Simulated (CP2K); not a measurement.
# N2 (nitrogen) at DFTB2

What is the energy change on altering one bond length of N2 (nitrogen) at DFTB2? 

The calculation is run with CP2K 2026.2.

1 further run of the same task is left out (it didn't finish).

## (1) The system as given

N2: 2 atoms, total charge 0, spin state singlet. SMILES: `N#N`. The coordinates come from a PBE0-D4/def2-TZVP relaxation.

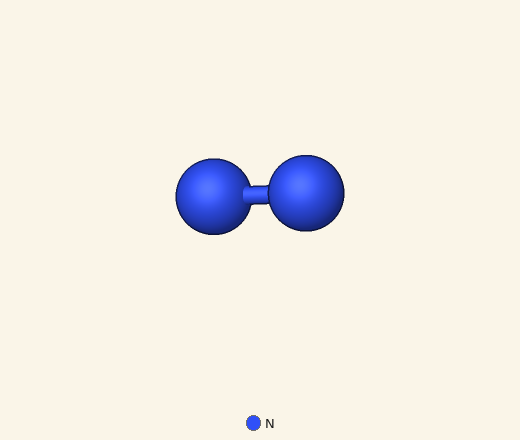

The structure, seen from a chosen angle (nitrogen blue).

## (2) Energy and gradient at DFTB2

run.inp reads:

```
&GLOBAL
   PROJECT run
   RUN_TYPE ENERGY_FORCE
   PRINT_LEVEL MEDIUM
&END GLOBAL
&FORCE_EVAL
   METHOD QS
   &DFT
      &QS
         METHOD DFTB
         EPS_DEFAULT 1.0E-10
         &DFTB
            SELF_CONSISTENT T
            &PARAMETER
               PARAM_FILE_PATH DFTB/scc
               PARAM_FILE_NAME scc_parameter
               UFF_FORCE_FIELD uff_table
            &END PARAMETER
         &END DFTB
      &END QS
      ! cluster boundary conditions
      &POISSON
         PERIODIC NONE
         POISSON_SOLVER ANALYTIC
      &END POISSON
      &SCF
         SCF_GUESS ATOMIC
         EPS_SCF 1.0E-06
         MAX_SCF 80
         ADDED_MOS 8
         &DIAGONALIZATION
            ALGORITHM STANDARD
         &END DIAGONALIZATION
         &MIXING
            METHOD BROYDEN_MIXING
            ALPHA 0.2
            NBUFFER 8
         &END MIXING
         &SMEAR ON
            METHOD FERMI_DIRAC
            ELECTRONIC_TEMPERATURE [K] 300
         &END SMEAR
      &END SCF
      ! extra output
      &PRINT
         &MOMENTS
            PERIODIC F
            REFERENCE COM
            MAX_MOMENT 1
         &END MOMENTS
         &MO ON
            ENERGIES T
            OCCUPATION_NUMBERS T
            NDIGITS 6
            &EACH
               QS_SCF 0
            &END EACH
            ADD_LAST NUMERIC
         &END MO
         &HIRSHFELD OFF
         &END HIRSHFELD
      &END PRINT
   &END DFT
   ! atoms, cell and kinds
   &SUBSYS
      &CELL
         ABC 10.9 10.3 10.5
         PERIODIC NONE
      &END CELL
      &COORD
         N      5.915500     4.999700     5.489800
         N      4.984500     5.300300     5.010200
      &END COORD
   &END SUBSYS
   ! extra output
   &PRINT
      &FORCES ON
      &END FORCES
   &END PRINT
&END FORCE_EVAL
```

Run with:

```console
OMP_NUM_THREADS=1 cp2k.psmp -i run.inp > run.out 2>&1
```

Standard output (excerpt; [...] marks lines left out):

```text
CP2K| version string:                                       CP2K version 2026.2
[...]
 GLOBAL| Method name                                                        CP2K
[...]
 GLOBAL| Run type                                                   ENERGY_FORCE
[...]
 *** WARNING in qs_environment.F:2210 :: More added MOs requested than     ***
 *** available. The full set of unoccupied MOs will be used. Use           ***
 *** 'ADDED_MOS -1' to always use all available MOs and to get rid of this ***
[...]
                             - Atoms:                                          2
[...]
                             - Spherical basis functions:                      8
[...]
 Number of electrons:                                                         10
[...]
     1 NoMix/Diag. 0.20E+00    0.0     0.71881267        -3.7003342277 -3.70E+00
     2 NoMix/Diag. 0.20E+00    0.0     3.6637E-15        -4.7633983036 -1.06E+00
  *** SCF run converged in     2 steps ***
[...]
  Fermi energy:                                                -0.05475739928271
[...]
 TB_DIPOLE| Moment [Debye]          0.00000000      -0.00000000       0.00000000
 TB_DIPOLE| Derivative [a.u.]       0.00000000       0.00000000       0.00000000
[...]
 ENERGY| Total FORCE_EVAL ( QS ) energy [hartree]             -4.763398303564958
 FORCES| Atomic forces [hartree/bohr]
 FORCES|   Atom     x               y               z               |f|
 FORCES|      1  5.39218595E-02 -1.74102159E-02  2.77775767E-02   6.31052796E-02
 FORCES|      2 -5.39218595E-02  1.74102159E-02 -2.77775767E-02   6.31052796E-02
 FORCES| Sum     0.00000000E+00  0.00000000E+00  0.00000000E+00
 FORCES| Total atomic force                                       0.00000000E+00
[...]
```

Run time: 0.24 s. Hardware: 1 thread of Arm Neoverse V1, shared host.

## (3) The distorted shape, same level

calc.inp reads:

```
&GLOBAL
   PROJECT_NAME calc
   RUN_TYPE ENERGY_FORCE
   PRINT_LEVEL MEDIUM
&END GLOBAL
&FORCE_EVAL
   METHOD Quickstep
   &DFT
      &QS
         METHOD DFTB
         EPS_DEFAULT 1.0E-10
         &DFTB
            SELF_CONSISTENT T
            &PARAMETER
               PARAM_FILE_PATH DFTB/scc
               PARAM_FILE_NAME scc_parameter
               UFF_FORCE_FIELD uff_table
            &END PARAMETER
         &END DFTB
      &END QS
      &POISSON
         PERIODIC NONE
         POISSON_SOLVER ANALYTIC
      &END POISSON
      &SCF
         SCF_GUESS ATOMIC
         EPS_SCF 1.0E-06
         MAX_SCF 80
         ADDED_MOS 8
         &DIAGONALIZATION
            ALGORITHM STANDARD
         &END DIAGONALIZATION
         &MIXING
            METHOD BROYDEN_MIXING
            ALPHA 0.2
            NBUFFER 8
         &END MIXING
         &SMEAR ON
            METHOD FERMI_DIRAC
            ELECTRONIC_TEMPERATURE [K] 300
         &END SMEAR
      &END SCF
      &PRINT
         &MOMENTS
            PERIODIC F
            REFERENCE COM
            MAX_MOMENT 1
         &END MOMENTS
         &MO ON
            ENERGIES T
            OCCUPATION_NUMBERS T
            NDIGITS 6
            &EACH
               QS_SCF 0
            &END EACH
            ADD_LAST NUMERIC
         &END MO
         &HIRSHFELD OFF
         &END HIRSHFELD
      &END PRINT
   &END DFT
   &SUBSYS
      &CELL
         ABC 10.7 10.5 10.4
         PERIODIC NONE
      &END CELL
      &COORD
         N      5.716910     5.019624     5.411934
         N      4.983090     5.480376     4.988066
      &END COORD
   &END SUBSYS
   &PRINT
      &FORCES ON
      &END FORCES
   &END PRINT
&END FORCE_EVAL
```

Run with:

```console
OMP_NUM_THREADS=1 cp2k.psmp -i calc.inp > calc.out 2>&1
```

Standard output (excerpt; [...] marks lines left out):

```text
CP2K| version string:                                       CP2K version 2026.2
[...]
 GLOBAL| Method name                                                        CP2K
[...]
 GLOBAL| Run type                                                   ENERGY_FORCE
[...]
 *** WARNING in qs_environment.F:2210 :: More added MOs requested than     ***
 *** available. The full set of unoccupied MOs will be used. Use           ***
 *** 'ADDED_MOS -1' to always use all available MOs and to get rid of this ***
[...]
                             - Atoms:                                          2
[...]
                             - Spherical basis functions:                      8
[...]
 Number of electrons:                                                         10
[...]
     1 NoMix/Diag. 0.20E+00    0.0     0.56943720        -3.3491433384 -3.35E+00
     2 NoMix/Diag. 0.20E+00    0.0     1.9984E-15        -4.6808767062 -1.33E+00
  *** SCF run converged in     2 steps ***
[...]
  Fermi energy:                                                 0.07314580011734
[...]
 TB_DIPOLE| Moment [Debye]          0.00000000      -0.00000000       0.00000000
 TB_DIPOLE| Derivative [a.u.]       0.00000000       0.00000000       0.00000000
[...]
 ENERGY| Total FORCE_EVAL ( QS ) energy [hartree]             -4.680876706162403
 FORCES| Atomic forces [hartree/bohr]
 FORCES|   Atom     x               y               z               |f|
 FORCES|      1  5.33039246E-01 -3.34685480E-01  3.07893324E-01   7.00673610E-01
 FORCES|      2 -5.33039246E-01  3.34685480E-01 -3.07893324E-01   7.00673610E-01
 FORCES| Sum     0.00000000E+00  0.00000000E+00  0.00000000E+00
 FORCES| Total atomic force                                       0.00000000E+00
[...]
```

Run time: 0.24 s. Hardware: 1 thread of Arm Neoverse V1, shared host.

## (4) Results

Level: DFTB2.

```
                                                         quantity        value
                                        first shape: total energy  -4.76340 Eh
           first shape: dipole moment (from atomic charges alone)       0.00 D
                                         first shape: HOMO energy     -9.92 eV
                                         first shape: LUMO energy     -0.56 eV
                                       first shape: HOMO–LUMO gap      9.36 eV
                            first shape: largest force on an atom   3.245 eV/Å
                                    distorted shape: total energy  -4.68088 Eh
       distorted shape: dipole moment (from atomic charges alone)       0.00 D
                                     distorted shape: HOMO energy    -10.09 eV
                                     distorted shape: LUMO energy      2.92 eV
                                   distorted shape: HOMO–LUMO gap     13.02 eV
                        distorted shape: largest force on an atom  36.030 eV/Å
energy change with the N1–N2 bond shortened from 1.090 to 0.965 Å     2.246 eV
```

What this shows: With the N1–N2 bond shortened from 1.090 to 0.965 Å the energy rises by 2.25 eV (217 kJ/mol). The first shape isn't relaxed at this level, so the change isn't measured from a minimum. The largest force (first shape) is 3.25 eV/Å: the shape isn't a stationary point for this species at this level.
